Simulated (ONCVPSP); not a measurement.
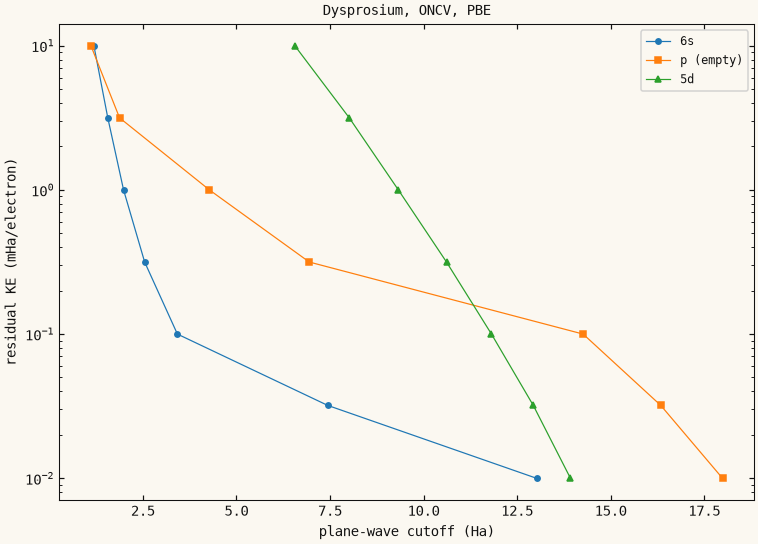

Residual kinetic energy of the pseudo-waves (the first of each channel, and further valence shells) beyond the plane-wave cutoff, as the generator prints it.

```yaml
element: dysprosium
generator: ONCVPSP 4.0.1
type: optimised norm-conserving Vanderbilt (ONCV)
functional: PBE
relativity: scalar-relativistic
frozen_core: [Xe] 4f9
valence_charge: 3
reference_configuration: 5d1 6s2
partial_waves: 6s: rc 2.95 bohr, ncon 3, nbas 7, qcut 2.2 1/bohr, 2 projectors, debl 1.3 Ha; p scattering state at 0.28 Ha: rc 2.95 bohr, ncon 4, nbas 7, qcut 3.2 1/bohr, 2 projectors, debl 3.2 Ha; 5d: rc 2.60 bohr, ncon 3, nbas 6, qcut 7.3 1/bohr, 2 projectors, debl 1.1 Ha
local_potential: polynomial inside 2.00 bohr (lpopt 5, dvloc0 3 Ha)
core_correction: Teter function, fcfact 4.75, rcfact 1.65
```

### At which cutoff does each wave reach 1 mHa per electron?

5d: 9.3 Ha; p (empty): 4.3 Ha; 6s: 2.0 Ha.

### Which wave is the hardest at 1 mHa per electron, and which settings govern it?

5d, with rc = 2.60 bohr and qcut = 7.3 1/bohr. The optimisation minimises, but can't always remove, the kinetic energy above qcut²/2 = 26.6 Ha, and a larger rc would as a rule soften the wave at some cost in transferability.

### Which cutoffs does the potential need for its occupied states?

9.3 Ha for 1 mHa and 12 Ha for 0.1 mHa per electron. The first is set by 5d.
